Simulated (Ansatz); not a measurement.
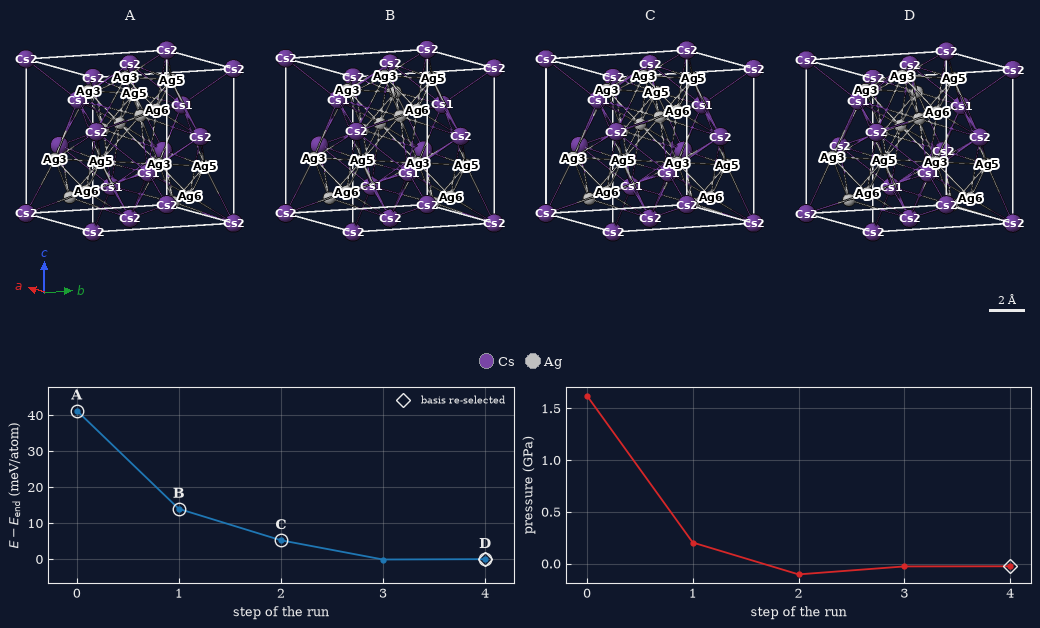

Frames of a relaxation of a crystal of CsAg2 (a generated structure, set up in F-43m) (coarse preliminary run), marked on the history of the run. The picture is a ball-and-stick view of the conventional cell (4 times the calculation's cell), seen from a free direction. Lengths and directions refer to the drawn axes.

The calculation used Ansatz 0.2.0, DFT PBE, scalar-relativistic, plane waves, PAW. (plane-wave cutoff 420 eV; k-point mesh 4 × 4 × 4; occupations gaussian; smearing width 0.1 eV; no spin polarisation; cell and atoms relaxed; force threshold 0.04 eV/Å; at most 70 steps)

### What happens along the run?

Over 3 accepted moves (4 points after the start) the energy falls by 41.3 meV per atom. The largest force component goes from 0.46 to 0.0049 eV/Å. The pressure goes from 1.62 to −0.03 GPa. The SCF was repeated once at an unchanged geometry on a basis and grid sized afresh for the cell, which shifted the energy by 0.1 meV per atom at most. The largest moves relative to the cell, 0.22 Å, are those of Ag atoms. Cs stays in place. Cell: a = b = c 8.966 → 8.917 Å (−0.5 %). Volume −1.6 %. Among the contacts that change: Ag–Ag 3.534 → 3.161 Å, Ag–Ag 2.806 → 3.145 Å, Ag–Cs 3.762 → 3.698 Å, Cs–Cs 3.882 → 3.861 Å. The space group (tolerance 0.01 Å) goes from F-43m (No. 216) to Fd-3m (No. 227). Cost: 18 s on 1 thread of AMD EPYC 9R14 (Zen 4) (shared host), peak memory 0.5 GiB. From step 0 to 1: Ag atoms move most (0.07 Å), volume +1.1 %, energy −27.3 meV per atom. From step 1 to 2: Ag atoms move most (0.06 Å), volume −0.9 %, energy −8.7 meV per atom. From step 2 to 4: Ag atoms move most (0.09 Å), volume −1.8 %, energy −5.3 meV per atom.

| step | E − E(0), meV/atom | largest force component, eV/Å | pressure, GPa | volume, Å³/atom | note |
| --- | --- | --- | --- | --- | --- |
| 0 | 0.00 | 0.4590 | 1.62 | 30.034 |  |
| 1 | -27.32 | 0.1806 | 0.20 | 30.360 |  |
| 2 | -36.05 | 0.0927 | -0.10 | 30.083 |  |
| 3 | -41.40 | 0.0048 | -0.03 | 29.545 |  |
| 4 | -41.30 | 0.0049 | -0.03 | 29.545 | same geometry, new basis |
